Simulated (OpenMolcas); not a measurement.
**Multiconfigurational calculation, with input and output: Mo⁵⁺ complex**

- system: Mo⁵⁺ with 6 ligands (H2O and NH3; tetragonal octahedron, 2.06 Å), with no charges around it.
- method: state-averaged SS-CASPT2, IPEA shift 0.25, imaginary shift 0.1 hartree, closed shells 4s 4p of the metal and the valence shells of the ligands correlated, active space 1 electron in the shell 4d, basis ANO-RCC-VTZP on the metal and ANO-RCC-VDZP on the ligands, DKH2 scalar Hamiltonian, spin-orbit coupling by RASSI with atomic mean-field integrals (OpenMolcas)

The input:
```
&GATEWAY
Coord
21

Mo 0.0 0.0 0.0
O 2.060000 0.000000 0.000000
H 2.636978 0.779741 0.000000
H 2.636978 -0.779741 0.000000
O 0.000000 2.060000 0.000000
H 0.000000 2.636978 0.779741
H 0.000000 2.636978 -0.779741
O -2.060000 0.000000 0.000000
H -2.636978 0.779741 0.000000
H -2.636978 -0.779741 0.000000
O 0.000000 -2.060000 0.000000
H 0.000000 -2.636978 0.779741
H 0.000000 -2.636978 -0.779741
N 0.000000 0.000000 2.121800
H 0.945728 0.000000 2.503899
H -0.472864 0.819024 2.503899
H -0.472864 -0.819024 2.503899
N 0.000000 0.000000 -2.121800
H -0.945728 0.000000 -2.503899
H 0.472864 -0.819024 -2.503899
H 0.472864 0.819024 -2.503899
Basis=Mo.ANO-RCC-VTZP,H.ANO-RCC-VDZP,N.ANO-RCC-VDZP,O.ANO-RCC-VDZP
Group=XYZ
NoMove
AngMom=0.0 0.0 0.0
AMFI
RICD
&SEWARD
&RASSCF
FileOrb=start.orb
Symmetry=1
Spin=2
nActEl=1 0 0
Inactive=24 24
Ras2=5 0
CIRoot=5 5 1
SDav=5
CIMx=300
Iter=150 100
PrWF=0.3
OrbListing=Nothing
MaxOrb=0
LevShft=1.0
>>> COPY $Project.JobIph JOB001
&RASSI
NrOfJobIphs=1 5
1 2 3 4 5
IphNames
JOB001
EJob
SpinOrbit
DIPRint=1.0
SOCoupling=1000.0
Subsets=2
Property=9
'ANGMOM' 1 'ANGMOM' 2 'ANGMOM' 3 'MLTPL  1' 1 'MLTPL  1' 2 'MLTPL  1' 3
'AMFI' 1 'AMFI' 2 'AMFI' 3
SOProperty=3
'ANGMOM' 1 'ANGMOM' 2 'ANGMOM' 3
>>> COPY JOB001 $Project.JobIph
&CASPT2
Multistate=5 1 2 3 4 5
NoMult
Frozen=11 9
IPEA=0.25
Imaginary=0.1
MaxIter=60
WThr=0.0 0.3 0.05
PrWF=0.5
NoMix
```

The file start.orb holds starting orbitals from an earlier step. A driver script formed the levels outside the program, from RASSI's spin-orbit matrix and the CASPT2 energies (for multi-state variants, the effective Hamiltonian), averaged over the components of each term or state. The log and the time are those of the CASPT2 step.

Hardware: 1 thread of Arm Neoverse V1, 24 GiB of memory available, shared host.

Launched with:
```bash
OMP_NUM_THREADS=1 MOLCAS_MEM=2457 MOLCAS_PROJECT=a pymolcas a.inp > a.log  # once for each step of the input, in one work folder
```

Output (extracts):
```
--- CASPT2 ---
Orbital specifications:
      -----------------------

      Symmetry species                           1   2
                                                ag  au
      Frozen orbitals                           11   9
      Inactive orbitals                         13  15
      Active orbitals                            5   0
      Secondary orbitals                        84  85
      Deleted orbitals                           0   0
      Number of basis functions                113 109
Type of calculation                        SS-CASPT2
      Fock operator                              state-specific
      IPEA shift                                 0.25
      Real shift                                 0.00
      Imaginary shift                            0.10
      The input orbitals will be transformed to quasi-canonical
Reference energy:       -4459.8427843450
      E2 (Non-variational):      -1.7008220420
      Shift correction:          -0.0017140195
      E2 (Variational):          -1.7025360615
      Total energy:           -4461.5453204065
      Residual norm:              0.0000002433
      Reference weight:           0.67603
      Contributions to the CASPT2 correlation energy
      Active & Virtual Only:          0.0000000045
      One Inactive Excited:          -0.0792814171
      Two Inactive Excited:          -1.6215406294
Reference energy:       -4459.8311783767
      E2 (Non-variational):      -1.6875283089
      Shift correction:          -0.0016696018
      E2 (Variational):          -1.6891979107
      Total energy:           -4461.5203762874
      Residual norm:              0.0000001299
      Reference weight:           0.67941
      Contributions to the CASPT2 correlation energy
      Active & Virtual Only:         -0.0000000024
      One Inactive Excited:          -0.0791648212
      Two Inactive Excited:          -1.6083634854
::    CASPT2 Root  1     Total energy:  -4461.54532041
::    CASPT2 Root  2     Total energy:  -4461.52037629
::    CASPT2 Root  3     Total energy:  -4461.50840189
::    CASPT2 Root  4     Total energy:  -4461.37870102
::    CASPT2 Root  5     Total energy:  -4461.32095859
```

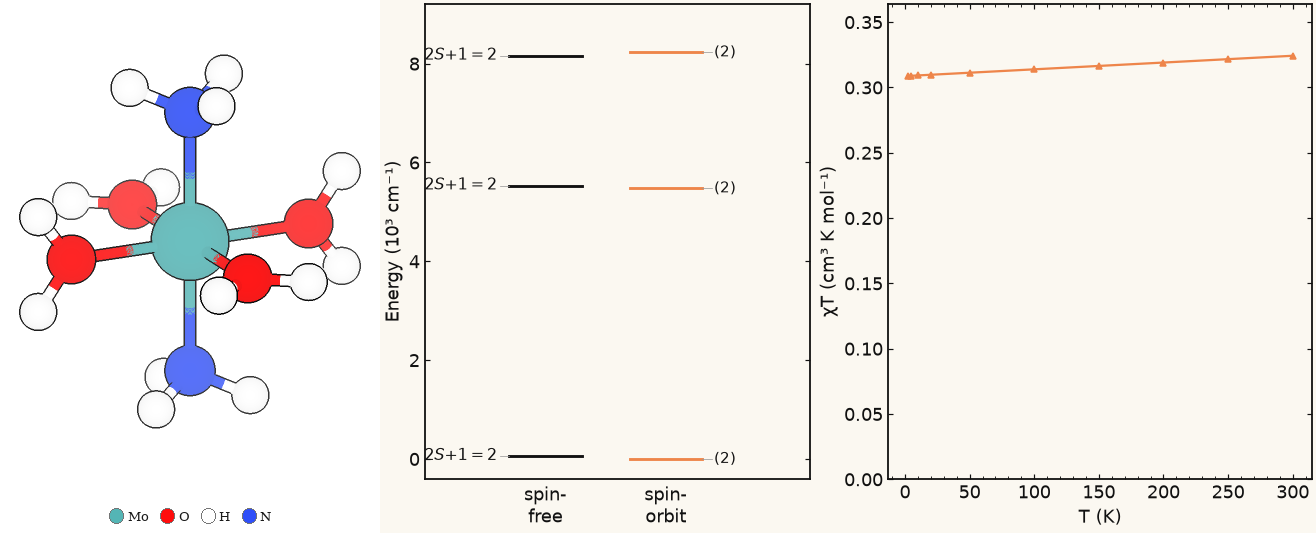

Mo⁵⁺ (4d) with 6 ligands, H₂O with axial NH₃, at 2.06 Å (arrangement: tetragonal octahedron, Ci), axial distortion 1.03, and its levels and susceptibility. Labels give the representation in O, Td, D4 or D3 as the site allows (double group for half-integer spin) where it could be assigned and, in brackets, the degeneracy; spin-free states, where drawn, share the zero of the spin-orbit levels. Powder susceptibility by Van Vleck's formula. The ground level is a Kramers doublet, 100 % from states of spin multiplicity 2. Its principal g values are 1.74, 1.82 and 1.88. The next level lies at 5,480 cm⁻¹. χT is 0.309 cm³ K mol⁻¹ at 2 K and 0.324 at 300 K, an effective moment of 1.61 μB.

Results in brief:

| quantity | value |
| --- | --- |
| outcome | converged |
| energy of the lowest spin-free term | −4461.54532 hartree |
| energy of the lowest spin-orbit level | −4461.54558 hartree |
| CASPT2 correlation energy | −1.7025 hartree |
| largest spread among components of a term | 0.0 cm⁻¹ |
| lowest reference weight | 0.676 |
| wall time | 56 s |
| peak memory | 0.4 GiB |

Notes:

Caveats: covalent bonds, ligand orbitals missing from the active space; distances are set from ionic radii, not optimised.
